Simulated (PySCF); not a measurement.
**C₆H₇FO₂, charge +1, doublet, SMILES `C=C(C)C(=O)O[C]([CH2+])F`: what the electrons do**

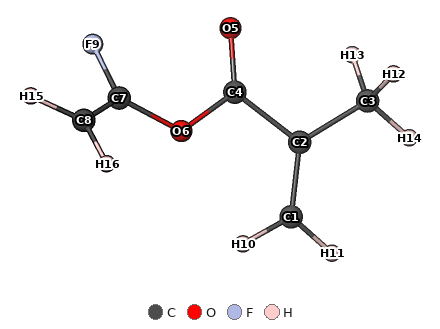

The molecule, with its atoms numbered as below. No frequency check shows the geometry to be a minimum.

Coordinates in Å:

```
C1       1.8774   -1.5877   -0.4683
C2       1.7897   -0.3225   -0.0260
C3       2.9054    0.5341    0.4093
C4       0.4616    0.3791   -0.0059
O5       0.3150    1.5547    0.0424
O6      -0.5683   -0.5390   -0.0342
C7      -1.8523   -0.1654    0.0247
C8      -2.8118   -0.9342    0.5708
F9      -2.1290    0.9851   -0.5477
H10      1.0111   -2.2108   -0.6303
H11      2.8329   -2.0240   -0.7222
H12      2.8794    0.7104    1.4904
H13      2.7904    1.5293   -0.0328
H14      3.8674    0.0824    0.1785
H15     -3.8452   -0.6371    0.4976
H16     -2.5680   -1.8633    1.0554
```

Part 1: Bonding charge

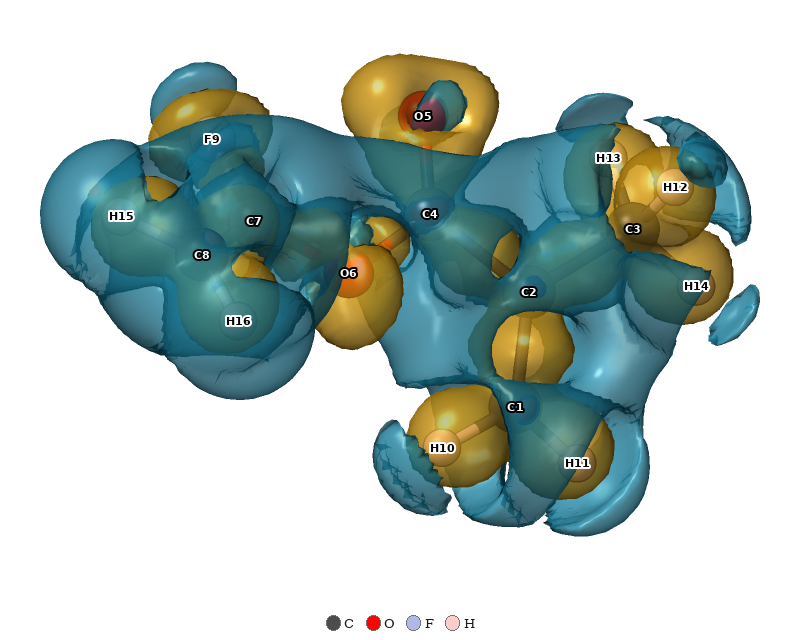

Deformation density (molecule less spherical, spin-averaged free atoms at the same positions), surfaces at ±0.04 e/Å³; yellow: gain, teal: loss.

PySCF calculation, CAM-B3LYP/6-31G*, gas phase; geometry: GFN2-xTB. The stability of the open-shell solution wasn't checked. GFN2-xTB doesn't know the spin state, so this open-shell geometry is rough.

Describe the bonding that the map shows.

Answer. The five largest and four smallest: C8–H16: +0.73 e/Å³ at the bond critical point (bond length 1.08 Å, Mayer order 0.9). C8–H15: +0.73 e/Å³ at the bond critical point (bond length 1.08 Å, Mayer order 0.9). C7–C8: +0.71 e/Å³ at the bond critical point (bond length 1.34 Å, Mayer order 1.4). C1–H10: +0.71 e/Å³ at the bond critical point (bond length 1.08 Å, Mayer order 0.9). C1–H11: +0.71 e/Å³ at the bond critical point (bond length 1.08 Å, Mayer order 0.9). C2–C3: +0.48 e/Å³ at the bond critical point (bond length 1.47 Å, Mayer order 1.0). O6–C7: +0.31 e/Å³ at the bond critical point (bond length 1.34 Å, Mayer order 1.2). C7–F9: +0.14 e/Å³ at the bond critical point (bond length 1.31 Å, Mayer order 1.1). C4–O6: +0.05 e/Å³ at the bond critical point (bond length 1.38 Å, Mayer order 0.8); up to 0.6 Å beside the axis the gain reaches +0.31 e/Å³. In all, 3.2 electrons gather in the regions of gain relative to the promolecule of neutral atoms (the regions of loss give up this much and the cation's charge besides). A small or negative value marks a very polar bond, one between electron-rich atoms, whose free-atom densities already overlap strongly, a long bond to a heavier atom, or a closed-shell contact such as a hydrogen bond.

Part 2: Bond critical points

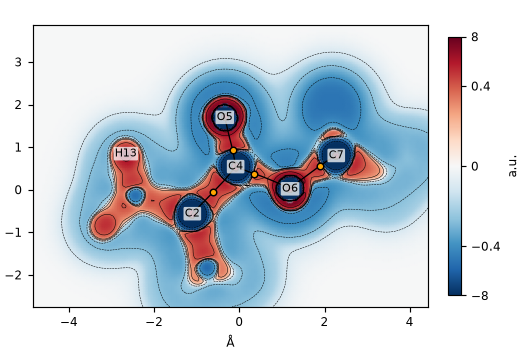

Negative Laplacian of the density (−∇²ρ) in the plane of C2, C4, O5, O6, C7 and H13 (red positive, blue negative, colour scale in a.u., logarithmic beyond ±0.04), with bond paths and bond critical points (dots).

At which bond critical points in this plane is charge locally concentrated, and at which depleted?

Answer. Concentrated (∇²ρ < 0): O6–C7 (−0.50 a.u.); C2–C4 (−0.68 a.u.); C4–O6 (−0.23 a.u.). Depleted (∇²ρ > 0): C4–O5 (+0.55 a.u., H = −0.740). A positive Laplacian with clearly negative H marks a strongly polar covalent bond, whose critical point lies close to the core of the less electronegative atom.

Where along C4–O5 does the critical point lie?

Answer. 0.39 Å from C4 and 0.79 Å from O5.

Part 3: Electrostatic potential

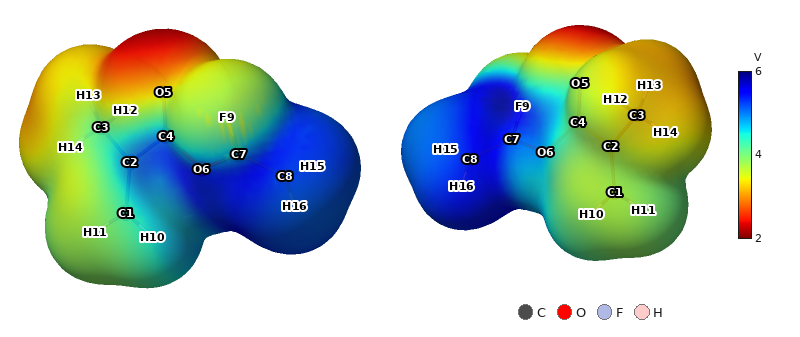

Electrostatic potential on the surface of electron density 0.001 a.u. (back view left, front view right).

Where are the extremes of the potential on the surface?

Answer. Highest: 5.88 V, off the O6–C7 bond (1.8 to 2.0 Å from its atoms). Further maxima include 4.11 V, 1.3 Å from H11. Lowest: 2.21 V, 1.7 Å from O5. Further minima include 3.00 V, 1.6 Å from H13; 4.97 V, 1.6 Å from H15. The surface is sampled at points, so like sites can differ by a few per cent and only the strongest of them is named.

What volume does the surface enclose?

Answer. About 150 Å³.

Part 4: Spin density

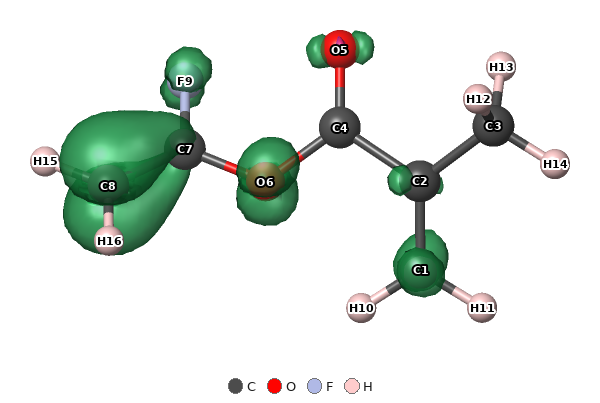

Spin density ρα − ρβ at ±0.05 e/Å³ (green: excess α, purple: excess β).

How is the spin shared among the atoms?

Answer. Hirshfeld spin populations: C8 +0.47, O6 +0.13, C7 +0.12, C1 +0.10 and F9 +0.05. ⟨S²⟩ = 0.77, against 0.75 for a pure state.

Part 5: In an electric field

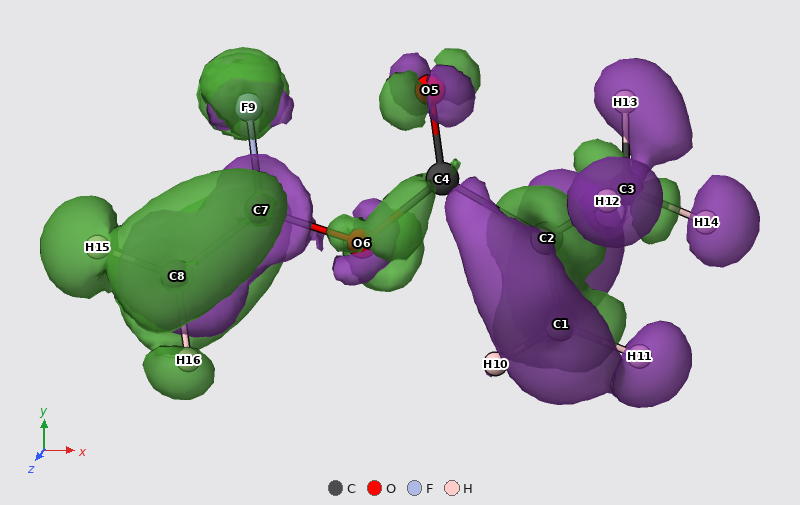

Change of the electron density in a uniform field of 0.10 V/Å, surfaces at ±0.002 e/Å³ (purple: gain, green: loss).

Level of theory: B3LYP/6-31+G* (PySCF), at a geometry from GFN2-xTB. The basis has diffuse s and p functions alone, which still leaves polarisabilities too small, most of all across bonds. The stability of the open-shell solution wasn't checked. GFN2-xTB doesn't know the spin state, so this open-shell geometry is rough.

Along which Cartesian direction does the field point?

Answer. Along −x: electrons gather on the +x side, against the field.

How large is the response?

Answer. The induced dipole is 1.43 D (along the field); α along this axis, from the fields in both directions, is 285 bohr³ (42.2 Å³).

Which atoms gain and lose the most charge?

Answer. Electrons gather most on C1 (Hirshfeld charge changes by −0.014 e) and leave C8 most (+0.020 e); 0.084 electrons are displaced in all.

The PySCF runs shown took 100 s and 4.1 min on 1 thread of AMD EPYC (Zen 3), with other jobs on the host.
